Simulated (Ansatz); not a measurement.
**C2H5GaO: small, medium and large basis sets**

How large a basis does C2H5GaO need? Two functionals are run in growing sets.

Program: Ansatz 0.2.0, Gaussian basis. Level of theory: one geometry, several basis sets. These are calculated values, not measurements.

The runs, in order: PBE0-D4/def2-SVP; ωB97M-V/def2-SVP; PBE0-D4/def2-QZVPP; ωB97M-V/def2-QZVPP; the functionals' def2-TZVPP values are taken from earlier runs.

### Step 1. The geometry

The geometry comes from an earlier relaxation with PBE0-D4 in a triple-zeta def2 set; it is a stationary point, not always the lowest conformer.

9 atoms, charge 0, spin multiplicity 1.

Atoms are counted from 1 here; the program's logs count them from 0.

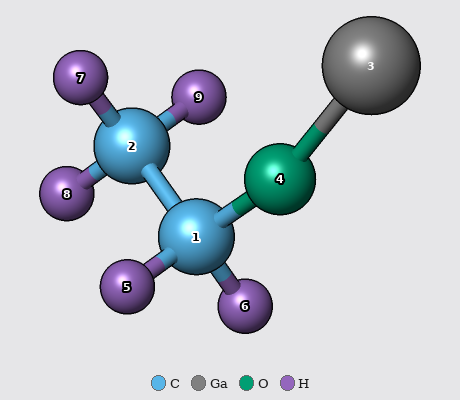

The geometry (carbon blue, gallium grey, oxygen teal, hydrogen purple); atoms are numbered from 1 in the order of the file.

### Step 2. PBE0-D4 in def2-SVP

Input file in.yaml:

```yaml
crystal:
  periodic: [false, false, false]
  atoms:
    - {symbol: C, position_ang: [-0.280077, 0.515886, -0.344170]}
    - {symbol: C, position_ang: [0.084867, -0.953883, -0.307128]}
    - {symbol: Ga, position_ang: [0.813143, 1.573368, 2.408358]}
    - {symbol: O, position_ang: [0.120003, 1.190448, 0.806129]}
    - {symbol: H, position_ang: [0.183775, 0.988417, -1.220798]}
    - {symbol: H, position_ang: [-1.366596, 0.622397, -0.466802]}
    - {symbol: H, position_ang: [1.166611, -1.079024, -0.214402]}
    - {symbol: H, position_ang: [-0.241077, -1.456954, -1.221740]}
    - {symbol: H, position_ang: [-0.392247, -1.446955, 0.543553]}
basis:
  gaussian: {orbitals: def2-SVP}
hamiltonian: {xc: pbe0, dispersion: d4}
output: {orbitals: {seedname: orbitals}}
```

Run with:

```sh
> ansatz run in.yaml --threads 2 --pin off --events-out ev --progress --plain --max-ram 4352MiB
```

Further steps of the session: ωB97M-V in def2-SVP; PBE0-D4 in def2-QZVPP; ωB97M-V in def2-QZVPP.

Q: Predict the results of all the runs planned. Wanted: PBE0-D4: double and triple zeta above quadruple; ωB97M-V: double and triple zeta above quadruple.

As calculated:

| quantity | value |
| --- | --- |
| PBE0-D4: double and triple zeta above quadruple | 12.91, 1.42 eV |
| ωB97M-V: double and triple zeta above quadruple | 13.04, 1.38 eV |

What this shows: For PBE0-D4 the step from double to triple zeta gains 11.49 eV and the next only 1.42 eV. Total energies overstate the basis error of differences, where much of it tends to cancel.
